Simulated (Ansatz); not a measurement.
Input file:

```
basis:
  gaussian:
    orbitals: def2-TZVPD
crystal:
  periodic: [false, false, false]
  atoms:
    - symbol: N
      position_ang: [0.000000, 0.000000, -0.631126]
    - symbol: N
      position_ang: [0.000000, 0.000000, 0.631126]
    - symbol: Si
      position_ang: [0.000000, 0.000000, 2.211333]
    - symbol: Si
      position_ang: [0.000000, 0.000000, -2.211333]
hamiltonian:
  xc: pbe0
output: {forces: true, orbitals: {seedname: orbitals}}
```

Run with:

```sh
ansatz run input.yaml --threads 2 --pin off --max-ram 4350MiB --events-out events.jsonl --progress --plain --runs-dir runs
```

Geometry: B3LYP-D4/def2-TZVP.

Level of theory: isolated molecule in a Gaussian basis; Kohn-Sham density functional theory, functional PBE0 in Ansatz 0.2.0.

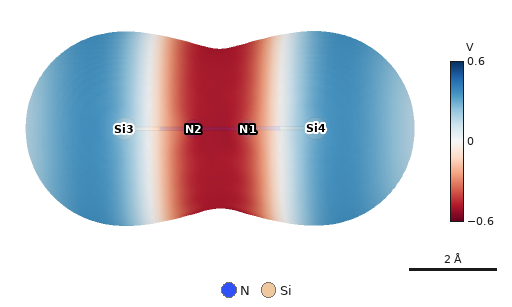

N2Si2. The molecular electrostatic potential painted on the density surface at 0.001 e/bohr³, seen across its widest extent; the colour scale runs from red (negative) to blue (positive).

### Which sites attract a positive test charge, and which a negative one?

A positive charge is drawn to the negative regions and a negative charge to the positive ones. The most negative region (about −0.5 V, or −12 kcal/mol for a unit charge) lies over N1 and N2, the most positive (about +0.4 V, or +9 kcal/mol for a unit charge) over Si3 and Si4.

### How polar is the molecule by this calculation?

Its dipole moment is zero.
